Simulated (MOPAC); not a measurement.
**C5H8O (Methyl cyclopropyl ketone): PM7-**

Aim: a structure relaxation of C5H8O (Methyl cyclopropyl ketone). 

Program for the calculation: MOPAC 23.2.5.

4 further runs of the same task are left out: 4 set aside as unsound or not needed.

### 1 Starting point

The species is C5H8O (14 atoms), meant as a singlet with charge 0. SMILES: `CC(=O)C1CC1`. All atoms were displaced at random from a relaxed shape. The run starts from this shape.

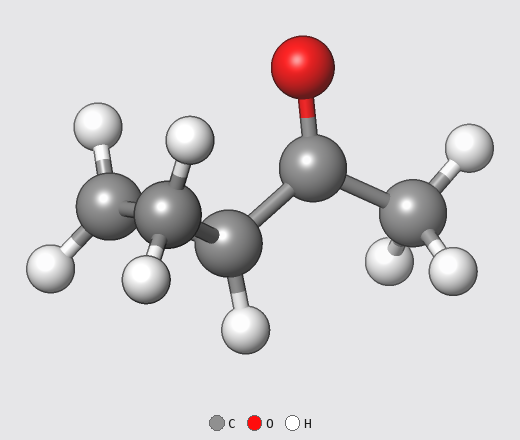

The structure, seen from a chosen angle (carbon grey, oxygen red, hydrogen white).

### 2 A structure relaxation at PM7-

job.mop reads:

```
PM7- PRECISE DISP MULLIK CYCLES=300 GNORM=0.05 THREADS=1 AUX(PRECISION=6)
C5H8O optimise

C      0.358597    -0.231735     2.113727
C     -0.045106    -0.577742     0.728692
O     -0.426023    -1.733843     0.452409
C      0.067467     0.433811    -0.323115
C      0.469466    -0.009119    -1.707683
C     -0.942871     0.408969    -1.458546
H      0.223058    -1.075594     2.803913
H     -0.262273     0.616781     2.476779
H      1.379751     0.139230     2.136290
H      0.416534     1.409908     0.023072
H      1.108024     0.634612    -2.280392
H      0.634587    -1.040025    -1.826853
H     -1.686469    -0.353660    -1.370772
H     -1.277011     1.376927    -1.815361
```

Command:

```
$ mopac job.mop
```

Q: Predict the results. Wanted: total energy at the end; dipole moment; HOMO energy; LUMO energy; HOMO–LUMO gap; heat of formation.

**Answer.** As computed:

Level: PM7-.

| quantity | value |
| --- | --- |
| total energy at the end | -37.37140 Eh |
| dipole moment | 2.97 D |
| HOMO energy | -10.20 eV |
| LUMO energy | 0.68 eV |
| HOMO–LUMO gap | 10.88 eV |
| heat of formation | -29.3 kcal/mol |

At the final geometry: Bond lengths: C1–C2 1.500 Å, C2–O3 1.206 Å, C2–C4 1.491 Å, C4–C5 1.520 Å, C4–C6 1.520 Å, C5–C6 1.501 Å, C1–H7 1.101 Å, C1–H8 1.098 Å, C1–H9 1.098 Å, C4–H10 1.093 Å, C5–H11 1.086 Å, C5–H12 1.091 Å, C6–H13 1.091 Å, C6–H14 1.086 Å. Some angles: C1–C2–O3 121.6°, C1–C2–C4 116.4°, O3–C2–C4 121.9°, C2–C4–C5 117.7°, C2–C4–C6 117.7°, C5–C4–C6 59.2°, C4–C5–C6 60.4°, C4–C6–C5 60.4°, C2–C1–H7 111.2°, C2–C1–H8 111.4°. The optimisation took 31 steps and changed the energy by -0.198 eV. Mulliken charges run from -0.70 on C1 to +0.53 on C2.
